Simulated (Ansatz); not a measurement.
# GaAs (zinc blende): energy over volume and axial ratio

GaAs (zinc blende), conventional cell a = b = c = 5.7456 Å, α = β = γ = 90.00°. The calculation uses the primitive cell of 2 atoms, to which meshes and values per cell refer.

Grid over V/V₀ and (c/a)/(c/a)₀, subscript 0 meaning the relaxed cell; the conventional c axis lies along z; no internal relaxation.

These are PBE (plane waves to 420 eV, PAW, scalar-relativistic; Ansatz, an electronic-structure program) values and carry that method's errors. k mesh 10×10×10 (Γ-centred), Fermi-Dirac smearing 0.05 eV. E stands for the smeared free energy. Compression counts positive. GaAs was relaxed with its symmetry unable to fall. The zero of ΔE is the relaxed starting cell.

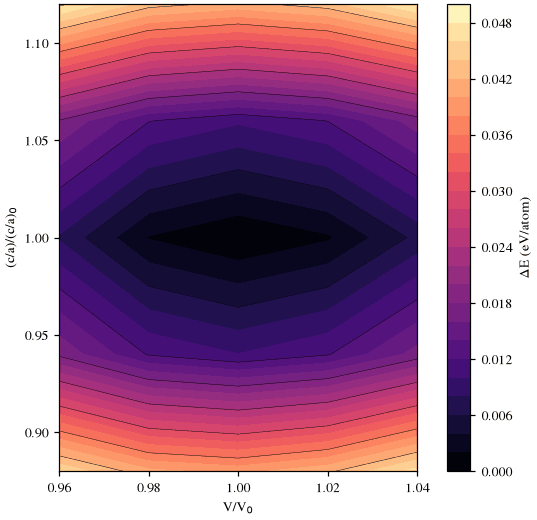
Figure: ΔE (eV/atom) over the 5×5 grid of computed points.

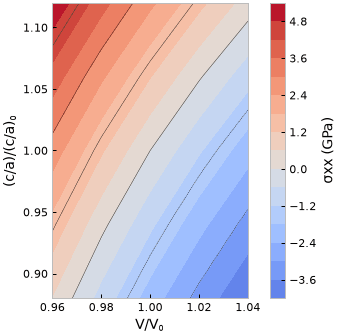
Fig. 1. σxx (GPa) over the 5×5 grid of computed points.

The shear modulus C′ = (C11 − C12)/2 (fit, atoms clamped) is 29 GPa. Highest place on the grid: V/V₀ = 0.960, (c/a)/(c/a)₀ = 1.120 (48.6 meV/atom). Lowest place on the grid: V/V₀ = 1.000, (c/a)/(c/a)₀ = 1.000 (0.0 meV/atom).

Near the relaxed cell σzz − σxx = −2Cδ (compression positive), C being this modulus and δ the logarithm of the ratio.

(Under strain, the slope of the energy per volume gives the stress and its curvature an elastic modulus.)
